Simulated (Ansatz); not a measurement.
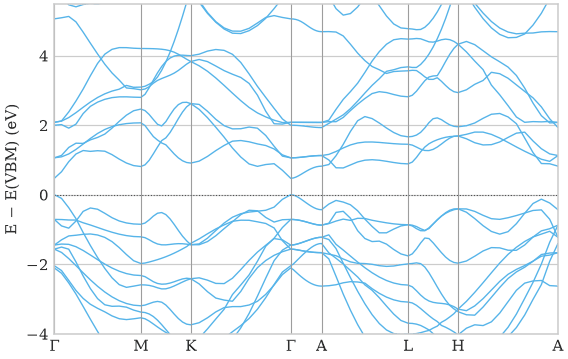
Figure: Band structure from DFT-PBEsol in the program Ansatz with PAW potentials

**Question.** Read off the gap and where the band edges lie.

**Answer.** About 0.5 eV (0.47 eV by a search for the band edges); maximum at Γ, minimum at Γ.

The material is Bi2Te3 (La2O3 or Ni2Al3 type, P-3m1).

The cell is a constructed one: a structure type filled with these elements; neither database checked (COD, Materials Project) lists it. It is not the phase usual at ambient conditions (space group No. 166). Symmetry was held in the PBEsol relaxation; its stability against distortions is not shown here. Spin–orbit coupling is left out wherever it is not named.

Potentials: the earlier of the program's two PAW sets. The files were generated under PBE; for other functionals the program regenerates the frozen cores, and for LDA and PBEsol the local potential too.
